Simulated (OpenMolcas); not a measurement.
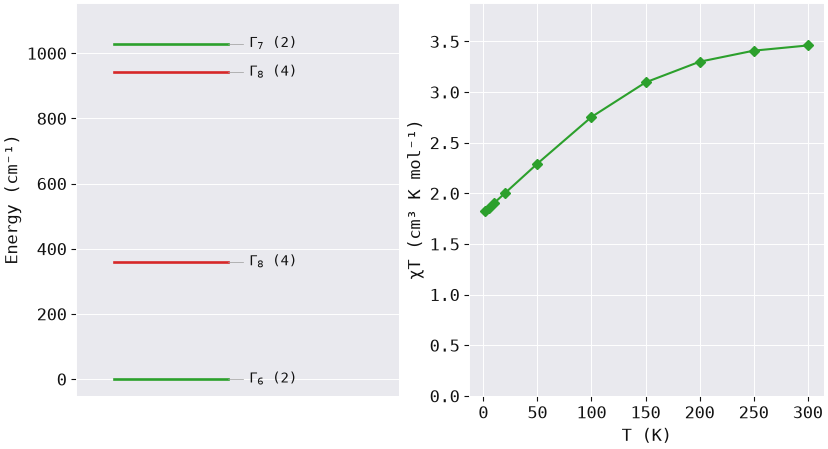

Levels of a 3d ion of charge +2 as a dopant in MgO, a cluster with its 6 nearest O²⁻ at 2.211 Å (octahedron) embedded in model potentials and point charges; the geometry was set, not optimised. Labels give the representation in O, Td, D4 or D3 as the site allows (double group for half-integer spin) where it could be assigned and, in brackets, the degeneracy; spin-free states, where drawn, share the zero of the spin-orbit levels. Level of the calculation: state-averaged SS-CASPT2, IPEA shift 0.25, imaginary shift 0.1 hartree, the open shell active, basis ANO-RCC-VDZP on all atoms, DKH2 scalar Hamiltonian, spin-orbit coupling by RASSI with atomic mean-field integrals (OpenMolcas). Powder susceptibility by Van Vleck's formula.

**Which ion is the dopant?**

Co²⁺ (3d⁷). The ground level is Γ₆, a Kramers doublet, 100 % from states of spin multiplicity 4. Its principal g values are 4.39, 4.39 and 4.39, isotropic. The next level lies at 360 cm⁻¹ (Γ₈). χT is 1.83 cm³ K mol⁻¹ at 2 K and 3.46 at 300 K, an effective moment of 5.26 μB.

Limits of the model: small active space favours high spin, ground spin may be wrong; single d shell for a late 3d ion, CASPT2 field may be too large; the geometry is set by hand, with no relaxation and no charge compensation.
